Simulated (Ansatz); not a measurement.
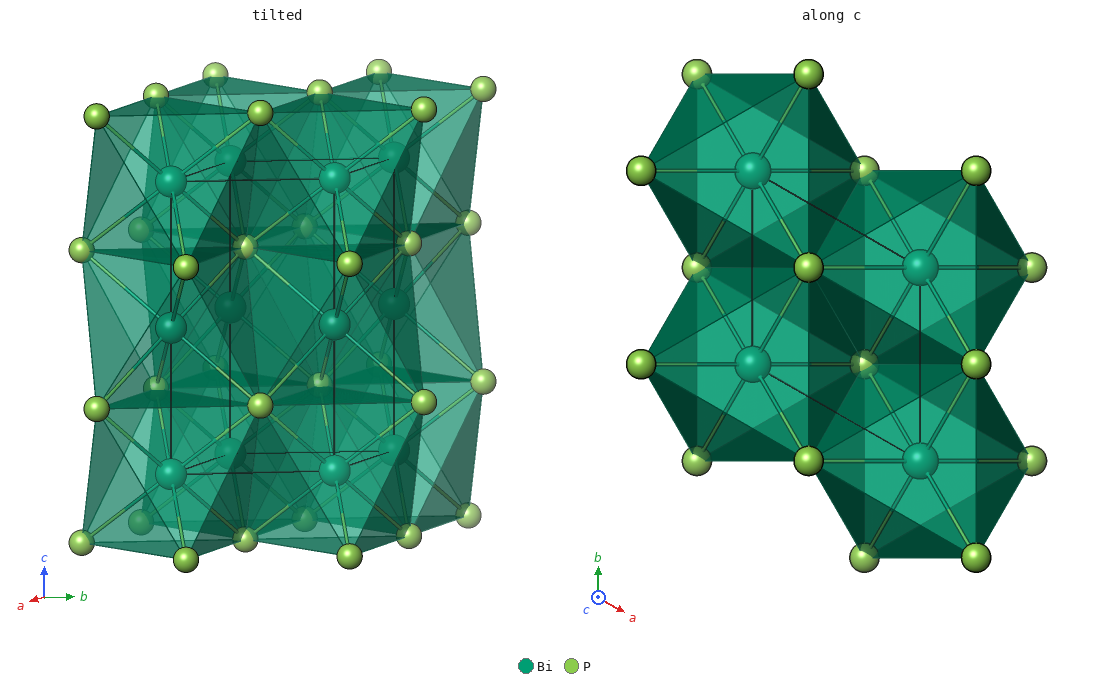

Structure drawing (polyhedral), viewed slightly off an axis and along the c axis. The parallelepiped is the conventional unit cell. Some atoms of the next cells are drawn as well.

BiP, nickel arsenide (NiAs) type, space group P6_3/mmc (No. 194), a = 4.050 Å, b = 4.050 Å, c = 7.216 Å, α = 90.00°, β = 90.00°, γ = 120.00°. Provenance: a structure type filled with these elements by a generator (whether the compound takes this form wasn't checked). Earlier steps of the study, as a rule a relaxation of our own, may have changed the cell and positions, so they can lie some per cent off the listed ones. A calculation with Ansatz used it as input.

This one geometry was computed with Ansatz (DFT, plane waves, PAW) at four levels of theory: PBE with spin-orbit coupling, r2SCAN, LDA and PBEsol.

### Which level gives the highest pressure at this volume, and what does that say about its equilibrium volume?

Highest: PBE with spin-orbit coupling (0.6 GPa), which points to the largest equilibrium volume. Lowest, with the smallest volume: LDA (-4.2 GPa). Levels within 0.5 GPa of each other can't be told apart.

### How does the band gap change with the level of theory?

All levels give a metal, though semilocal functionals underestimate gaps and can close a small one.

### Collect the results in a table.

| level | cutoff (eV) | k-mesh of the run's cell | gap (eV) | pressure (GPa) |
| --- | --- | --- | --- | --- |
| PBE with spin-orbit coupling | 420 | 10×10×6 | metal | 0.6 |
| r2SCAN | 500 | 10×10×6 | metal | -1.0 |
| LDA | 420 | 10×10×6 | metal | -4.2 |
| PBEsol | 420 | 10×10×6 | metal | -2.9 |

Gaps are taken on the k-mesh or band path of each run.
